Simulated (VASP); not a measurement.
# Zn2Re with optPBE-vdW: from relaxation to properties, part 2 of 4

Wanted: the relaxed cell of Zn2Re and its properties. The cell is invented: other elements were put on sites of a known structure type. It may not be a known or stable phase. Left out of this account: 1 further run (elastic: elastic constants of a metal on too coarse a mesh).

VASP 6.6.1; optPBE-vdW; plane waves and PAW (Zn, Re); invented cell.

Still holding for the runs below: This run has no spin polarisation. Its electron count is odd, so without a moment it is a metal by construction. The k-mesh is coarse for a metal.

So far. Step 2 (Relaxing cell and atoms (optPBE-vdW)): It ends with forces that vanish by symmetry and a pressure of 0.04 GPa. The relaxed cell has a = 5.982 Å (conventional setting).

## (3) Second relaxation

A relaxation keeps the plane waves of the cell it began with, so it is repeated from the new cell, on a basis made for it.

Contents of INCAR:

```
SYSTEM = Zn2Re
PREC = Accurate
ENCUT = 400
EDIFF = 1E-06
NELM = 100
ISMEAR = 1
SIGMA = 0.2
LREAL = .FALSE.
ALGO = Normal
GGA = OR
AGGAC = 0
LUSE_VDW = .TRUE.
LASPH = .TRUE.
NBANDS = 21
LORBIT = 11
LWAVE = .FALSE.
LCHARG = .FALSE.
IBRION = 2
NSW = 60
ISIF = 3
EDIFFG = -0.01
```

Contents of POSCAR:

```
Zn2Re
1.0
    0.0000000000      2.9910794267      2.9910794267
    2.9910794267      0.0000000000      2.9910794267
    2.9910794267      2.9910794267      0.0000000000
Zn Re
2 1
Direct
    0.2500000000      0.2500000000      0.2500000000
    0.7500000000      0.7500000000      0.7500000000
    0.0000000000      0.0000000000      0.0000000000
```

Contents of KPOINTS:

```
Automatic mesh
0
Gamma
7 7 7
0 0 0
```

PAW data sets: Zn and Re (PBE family, release 64).

Launch:

```bash
mpirun -np 1 vasp_std
```

What it wrote:

```text
[banner, memory and clock lines left out]
running    1 mpi-ranks, on    1 nodes
 distrk:  each k-point on    1 cores,    1 groups
 distr:  one band on    1 cores,    1 groups

 POSCAR found type information on POSCAR ZnRe
 POSCAR found :  2 types and       3 ions
 [... a notice as in an earlier step ...]

 [... a notice as in an earlier step ...]

 LDA part: xc-table for (Slater+PW92), standard interpolation
 POSCAR, INCAR and KPOINTS ok, starting setup
 FFT: planning ... GRIDC
 FFT: planning ... GRID_SOFT
 FFT: planning ... GRID
 WAVECAR not read
 entering main loop
       N       E                     dE             d eps       ncg     rms          rms(c)
DAV:   1     0.136394071529E+03    0.13639E+03   -0.13180E+04  1275   0.174E+03
DAV:   2     0.392834932465E+01   -0.13247E+03   -0.12693E+03  1315   0.398E+02
DAV:   3    -0.252317411827E+01   -0.64515E+01   -0.63550E+01  1195   0.847E+01
DAV:   4    -0.257790091358E+01   -0.54727E-01   -0.53647E-01  1205   0.660E+00
DAV:   5    -0.257903847040E+01   -0.11376E-02   -0.11364E-02  1152   0.805E-01    0.177E+01
DAV:   6    -0.213354680448E+01    0.44549E+00   -0.15163E+00  1350   0.252E+01    0.645E+00
DAV:   7    -0.210527713205E+01    0.28270E-01   -0.63487E-02  1403   0.357E+00    0.372E+00
DAV:   8    -0.209661768968E+01    0.86594E-02   -0.24612E-02  1520   0.338E+00    0.258E-01
DAV:   9    -0.209550807503E+01    0.11096E-02   -0.40114E-03  1470   0.152E+00    0.861E-02
DAV:  10    -0.209562062539E+01   -0.11255E-03   -0.49832E-04  1200   0.321E-01    0.599E-02
DAV:  11    -0.209563700830E+01   -0.16383E-04   -0.17773E-04  1099   0.220E-01    0.837E-03
DAV:  12    -0.209563642573E+01    0.58257E-06   -0.15445E-05  1364   0.702E-02    0.469E-03
DAV:  13    -0.209563676005E+01   -0.33432E-06   -0.62594E-07   659   0.144E-02
   1 F= -.20956368E+01 E0= -.20905509E+01  d E =-.209564E+01
 curvature:   0.00 expect dE= 0.000E+00 dE for cont linesearch  0.000E+00
 trial: gam= 0.00000 g(F)=  0.778E-44 g(S)=  0.110E-03 ort = 0.000E+00 (trialstep = 0.100E+01)
 search vector abs. value=  0.110E-03
 bond charge predicted
       N       E                     dE             d eps       ncg     rms          rms(c)
DAV:   1    -0.209766953167E+01   -0.20331E-02   -0.31243E-02  1028   0.500E+00    0.415E-01
DAV:   2    -0.209589286427E+01    0.17767E-02   -0.82727E-03  1211   0.199E+00    0.129E-01
DAV:   3    -0.209572305812E+01    0.16981E-03   -0.38140E-04  1500   0.455E-01    0.744E-02
DAV:   4    -0.209568050626E+01    0.42552E-04   -0.31366E-05  1520   0.128E-01    0.442E-02
DAV:   5    -0.209565452078E+01    0.25985E-04   -0.12630E-05  1512   0.555E-02    0.988E-03
DAV:   6    -0.209565517641E+01   -0.65563E-06   -0.25833E-06   766   0.201E-02
   2 F= -.20956552E+01 E0= -.20905825E+01  d E =-.184164E-04
 trial-energy change:   -0.000018  1 .order   -0.000034   -0.000110    0.000042
 step:   0.5743(harm=  0.7215)  dis= 0.00000  next Energy=    -2.095665 (dE=-0.286E-04)
 reached required accuracy - stopping structural energy minimisation
```

Wall time 39 s (1 MPI rank of Intel Xeon 6975P-C (Granite Rapids), shared host); peak memory 0.33 GiB.

From OUTCAR (step 3):

```text
  LATTYP: Found a face centered cubic cell.
 ALAT       =     5.9821588534

The static configuration has the point symmetry O_h .

 Found     20 irreducible k-points:

   ENCUT  =  400.0 eV  29.40 Ry    5.42 a.u.   6.90  6.90  6.90*2*pi/ulx,y,z

   NELECT =      31.0000    total number of electrons

 E-fermi :   2.5247

 k-point     1 :       0.0000    0.0000    0.0000
  band No.  band energies     occupation
    ...
     12       0.4063      2.00000
     13       0.4063      2.00000
     14       0.4063      2.00000
     15       2.5452      0.82782
     16       2.5452      0.82781
     17       6.3550     -0.00000
     18      10.4781      0.00000
     19      10.4781      0.00000
     20      10.4781      0.00000
     21      10.9912      0.00000

 k-point     2 :       0.1429    0.0000    0.0000
  band No.  band energies     occupation
    ...
     12       0.0137      2.00000
     13       0.5668      2.00000
     14       0.5668      2.00000
     15       2.4521      1.57234
     16       2.4521      1.57233
     17       6.7313      0.00000
     18       7.8571      0.00000
     19       9.3963      0.00000
     20       9.3963      0.00000
     21      10.4713      0.00000

Total vdW correction in eV:      6.1449561

  Total       -0.0184095     -0.0184095     -0.0184095     -0.0000000     -0.0000000      0.0000000
  in kB       -0.5498454     -0.5498454     -0.5498454     -0.0000000     -0.0000000      0.0000000
  external PRESSURE =      -0.5498454 kB  Pullay stress =       0.0000000 kB

  energy-cutoff  :      400.00
  volume of cell :       53.64
      direct lattice vectors                 reciprocal lattice vectors
    -0.000000000  2.993372880  2.993372880    -0.167035655  0.167035655  0.167035655
     2.993372880 -0.000000000  2.993372880     0.167035655 -0.167035655  0.167035655
     2.993372880  2.993372880  0.000000000     0.167035655  0.167035655 -0.167035655

 POSITION                                       TOTAL-FORCE (eV/Angst)
 -----------------------------------------------------------------------------------
      1.49669      1.49669      1.49669         0.000000      0.000000      0.000000
      4.49006      4.49006      4.49006        -0.000000     -0.000000     -0.000000
      2.99337     -0.00000      2.99337        -0.000000      0.000000     -0.000000
 -----------------------------------------------------------------------------------
    total drift:                                0.000000      0.000000      0.000000

  FREE ENERGIE OF THE ION-ELECTRON SYSTEM (eV)
  ---------------------------------------------------
  free  energy   TOTEN  =        -2.0956551764 eV

  energy  without entropy=       -2.0804370304  energy(sigma->0) =       -2.09058246

Total vdW correction in eV:      6.1449156

 total charge
# of ion       s       p       d       tot
------------------------------------------
    1        0.664   0.486   9.728  10.877
    2        0.664   0.486   9.728  10.877
    3        0.558   0.317   4.922   5.797
--------------------------------------------------
tot          1.885   1.289  24.378  27.552

[... 5 parts as in an earlier step ...]

[... 6 further parts left out ...]
```

CONTCAR:

```
Zn2Re
   1.00000000000000
    -0.0000000000000000    2.9933728797264290    2.9933728797264290
     2.9933728797264290   -0.0000000000000000    2.9933728797264290
     2.9933728797264290    2.9933728797264290    0.0000000000000000
  Zn              Re
     2     1
Direct
     0.2500000000000000    0.2500000000000000    0.2500000000000000
     0.7500000000000000    0.7500000000000000    0.7500000000000000
     0.0000000000000000    1.0000000000000000    0.0000000000000000
```

Little changed from the start: no atom moved by 0.005 Å and no cell edge by 0.1 %.

Numbers from this step:

```yaml
free_energy_toten: -2.096 eV
energy_at_zero_smearing: -2.091 eV
fermi_energy: 2.525 eV
pressure: -0.05498 GPa
scf_cycles_over_all_ionic_steps: 19
```

It ends with forces that vanish by symmetry and a pressure of -0.05 GPa.

## (4) Single point with fields (optPBE-vdW)

The relaxed cell gets a fresh self-consistent run, on a basis set for its own volume, to fix the density and to check the remaining stress.

INCAR: that of step 3 with these lines changed.

```diff
@@ -16,6 +16,5 @@
 LWAVE = .FALSE.
-LCHARG = .FALSE.
-IBRION = 2
-NSW = 60
-ISIF = 3
-EDIFFG = -0.01
+LCHARG = .TRUE.
+ISIF = 2
+LELF = .TRUE.
+LVHAR = .TRUE.
```

Contents of POSCAR:

```
Zn2Re
1.0
    0.0000000000      2.9933728797      2.9933728797
    2.9933728797      0.0000000000      2.9933728797
    2.9933728797      2.9933728797      0.0000000000
Zn Re
2 1
Direct
    0.2500000000      0.2500000000      0.2500000000
    0.7500000000      0.7500000000      0.7500000000
    0.0000000000      0.0000000000      0.0000000000
```

KPOINTS is that of step 3.

Launch:

```bash
mpirun -np 1 vasp_std
```

What it wrote:

```text
[... set-up lines as in an earlier step ...]
 entering main loop
       N       E                     dE             d eps       ncg     rms          rms(c)
DAV:   1     0.133774133513E+03    0.13377E+03   -0.13370E+04  1270   0.176E+03
DAV:   2     0.344870381610E+01   -0.13033E+03   -0.12458E+03  1315   0.383E+02
DAV:   3    -0.252233755425E+01   -0.59710E+01   -0.58781E+01  1162   0.807E+01
DAV:   4    -0.257773535354E+01   -0.55398E-01   -0.54396E-01  1214   0.643E+00
DAV:   5    -0.257910650067E+01   -0.13711E-02   -0.13680E-02  1135   0.829E-01    0.177E+01
DAV:   6    -0.213362409577E+01    0.44548E+00   -0.15155E+00  1360   0.252E+01    0.640E+00
DAV:   7    -0.210563963141E+01    0.27984E-01   -0.65702E-02  1420   0.363E+00    0.371E+00
DAV:   8    -0.209701545979E+01    0.86242E-02   -0.25705E-02  1520   0.346E+00    0.254E-01
DAV:   9    -0.209586003010E+01    0.11554E-02   -0.41666E-03  1475   0.155E+00    0.860E-02
DAV:  10    -0.209597542759E+01   -0.11540E-03   -0.52544E-04  1218   0.332E-01    0.612E-02
DAV:  11    -0.209599061985E+01   -0.15192E-04   -0.18658E-04  1079   0.226E-01    0.841E-03
DAV:  12    -0.209599006959E+01    0.55026E-06   -0.14965E-05  1403   0.682E-02    0.497E-03
DAV:  13    -0.209599038065E+01   -0.31106E-06   -0.53679E-07   633   0.147E-02
   1 F= -.20959904E+01 E0= -.20909181E+01  d E =-.152168E-01
```

It took 25 s on 1 MPI rank; peak memory 0.32 GiB.

Parts of OUTCAR (step 4):

```text
  LATTYP: Found a face centered cubic cell.
 ALAT       =     5.9867457594

The static configuration has the point symmetry O_h .

 Found     20 irreducible k-points:

   NELECT =      31.0000    total number of electrons

 E-fermi :   2.5249

 k-point     1 :       0.0000    0.0000    0.0000
  band No.  band energies     occupation
    ...
     12       0.4064      2.00000
     13       0.4064      2.00000
     14       0.4064      2.00000
     15       2.5453      0.82777
     16       2.5453      0.82776
     17       6.3550     -0.00000
     18      10.4781      0.00000
     19      10.4782      0.00000
     20      10.4782      0.00000
     21      10.9912      0.00000

 k-point     2 :       0.1429    0.0000    0.0000
  band No.  band energies     occupation
    ...
     12       0.0138      2.00000
     13       0.5669      2.00000
     14       0.5669      2.00000
     15       2.4522      1.57232
     16       2.4522      1.57230
     17       6.7314      0.00000
     18       7.8572      0.00000
     19       9.3964      0.00000
     20       9.3964      0.00000
     21      10.4713      0.00000

Total vdW correction in eV:      6.1449155

  Total       -0.0346322     -0.0346322     -0.0346322      0.0000000     -0.0000000      0.0000000
  in kB       -1.0343763     -1.0343763     -1.0343763      0.0000000     -0.0000000      0.0000000
  external PRESSURE =      -1.0343763 kB  Pullay stress =       0.0000000 kB

  energy-cutoff  :      400.00
  volume of cell :       53.64
      direct lattice vectors                 reciprocal lattice vectors
     0.000000000  2.993372880  2.993372880    -0.167035655  0.167035655  0.167035655
     2.993372880  0.000000000  2.993372880     0.167035655 -0.167035655  0.167035655
     2.993372880  2.993372880  0.000000000     0.167035655  0.167035655 -0.167035655

 POSITION                                       TOTAL-FORCE (eV/Angst)
 -----------------------------------------------------------------------------------
      1.49669      1.49669      1.49669         0.000000      0.000000      0.000000
      4.49006      4.49006      4.49006        -0.000000     -0.000000     -0.000000
      0.00000      0.00000      0.00000        -0.000000      0.000000     -0.000000
 -----------------------------------------------------------------------------------
    total drift:                                0.000000      0.000000      0.000000

  FREE ENERGIE OF THE ION-ELECTRON SYSTEM (eV)
  ---------------------------------------------------
  free  energy   TOTEN  =        -2.0959903806 eV

  energy  without entropy=       -2.0807735971  energy(sigma->0) =       -2.09091812

Total vdW correction in eV:      6.1449140

[... 6 parts as in an earlier step ...]

[... 6 further parts left out ...]
```

This step gave:

```
SCF cycles : 13
pressure   : -0.1034 GPa
```

Valence electrons inside each PAW sphere by angular momentum. Sphere charges, by row:

| atom | s (e) | p (e) | d (e) | tot (e) |
| --- | --- | --- | --- | --- |
| Zn1 | 0.664 | 0.486 | 9.728 | 10.88 |
| Zn2 | 0.664 | 0.486 | 9.728 | 10.88 |
| Re3 | 0.558 | 0.317 | 4.922 | 5.797 |

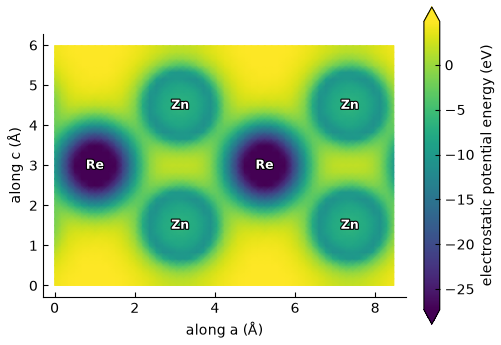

Electrostatic potential energy in the ac plane of a cell with a along [110], b along [-110] and c along [001] of the cube at fractional y = 0.000, with atoms of Zn and Re within 0.2 Å of it. With pseudopotentials it is smooth inside the atoms' cores, unlike the true potential. The map starts off the cell's origin, so that atoms lie inside it.

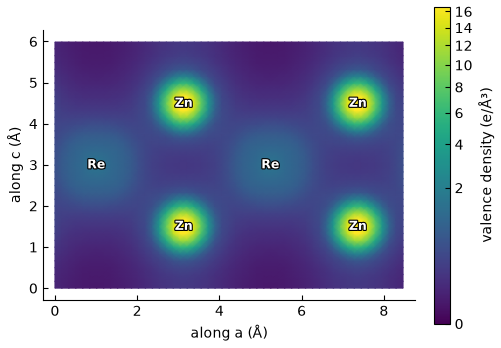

Valence density in the ac plane of a cell with a along [110], b along [-110] and c along [001] of the cube at fractional y = 0.000, with atoms of Zn and Re within 0.2 Å of it. It is the smooth field of the valence electrons, not physical close to the nuclei. The map starts off the cell's origin, so that atoms lie inside it. The colour scale is stretched toward low values.

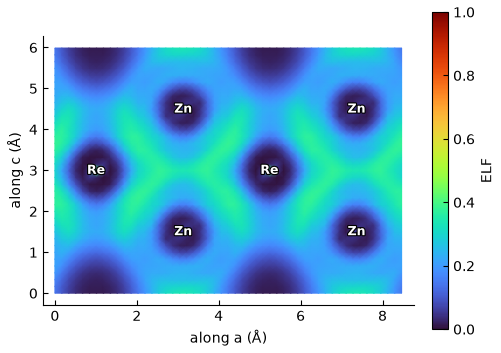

ELF in the ac plane of a cell with a along [110], b along [-110] and c along [001] of the cube at fractional y = 0.000, with atoms of Zn and Re within 0.2 Å of it. It is the smooth field of the valence electrons, not physical close to the nuclei. The map starts off the cell's origin, so that atoms lie inside it.

In this run the pressure is -0.10 GPa, small enough to go on.

(Continued in part 3 of 4.)

[Lines on the potential files, build, host, timing and source positions are cut from VASP's logs without a mark.]

[Logs are printed without paths, hosts, clocks, repeated set-up lines and the standing remarks that a program may print on its own settings, such as how far it seeks lower states.]

[Hosts, paths, dates, database ids (printed as entryN), source tags and the programs' standing remarks are cut or masked in the printed files.]

[A measured line is paired with the nearest computed mode of its activity, which favours agreement.]

[In band tables of VASP the shares of atoms and orbitals are scaled to a sum of 1 inside the atoms' spheres.]
